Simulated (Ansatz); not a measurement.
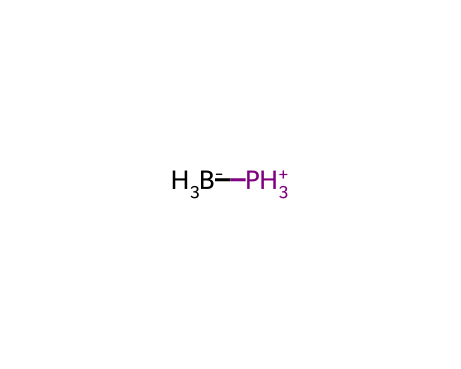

Structural formula above. The computed structure is the end point of a PBE0-D4/def2-TZVP optimisation. No frequency run is at hand to confirm it as a minimum.

What does the molecule look like in three dimensions?

Formula BH6P. SMILES: `[BH3-][PH3+]`. It has no ring. Among its groups: B–H bond. The point group is C3v. Coordination: 1 B tetrahedral; 1 P tetrahedral.

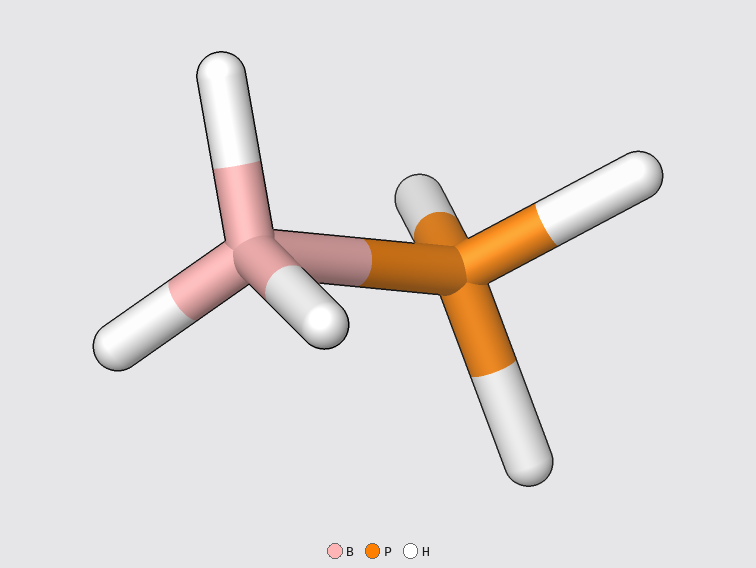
